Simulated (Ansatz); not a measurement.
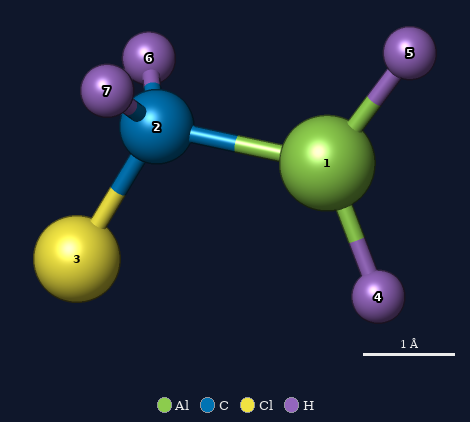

Figure 1. The starting structure (ball-and-stick view, seen at a tilt; atoms are numbered from 1 in the order of the input). Sticks mark near contacts. Bond lengths as drawn: Al–C 1.97 Å, Al–H 1.58 to 1.59 Å, C–Cl 1.79 Å and C–H 1.09 Å.

CH₄AlCl: molecular dynamics

The run: molecular dynamics of CH₄AlCl, SMILES [AlH2][CH2]Cl. Method and program: RKS r2SCAN, rpa/def2-SVP (Ansatz 0.2.0).

The geometry comes from this level: PBE0-D4/def2-TZVP.

## Input
```yaml
crystal:
  periodic: [false, false, false]
  atoms:
    - {symbol: Al, position_ang: [-0.694876, 0.291752, -0.826383]}
    - {symbol: C, position_ang: [0.584795, -0.097828, 0.618546]}
    - {symbol: Cl, position_ang: [0.553076, -1.826617, 1.088250]}
    - {symbol: H, position_ang: [-1.575374, -0.858626, -1.458186]}
    - {symbol: H, position_ang: [-0.795842, 1.798581, -1.319838]}
    - {symbol: H, position_ang: [0.376641, 0.485090, 1.519649]}
    - {symbol: H, position_ang: [1.612879, 0.139748, 0.332363]}
basis:
  gaussian: {orbitals: def2-SVP}
hamiltonian: {xc: {name: r2SCAN}}
correlation: {method: rpa}
md: {timestep: 1 fs, n_steps: 30, ensemble: nvt_nose_hoover, temperature: 300, initial_velocities: maxwell_boltzmann, seed: 764}
```

Hardware: 2 threads of Arm Neoverse V1, 23 GiB of memory available, shared host.

Launched with:
```bash
ansatz run in.yaml --threads 2 --pin off --events-out ev --progress --plain --max-ram 4352MiB
```

## Output
```
Error: forces are implemented only for Hartree–Fock and Kohn–Sham states of molecules, for MP2, coupled cluster and FCI on these and for active spaces without a correction or with SC-NEVPT2: ask for no forces
```

## What the run reported

```tsv
quantity	value
outcome	refused by the program
```

## What went wrong

The program refused the input: “forces are implemented only for Hartree–Fock and Kohn–Sham states of molecules, for MP2, coupled cluster and FCI on these and for active spaces without a correction or with SC-NEVPT2: ask for no forces”
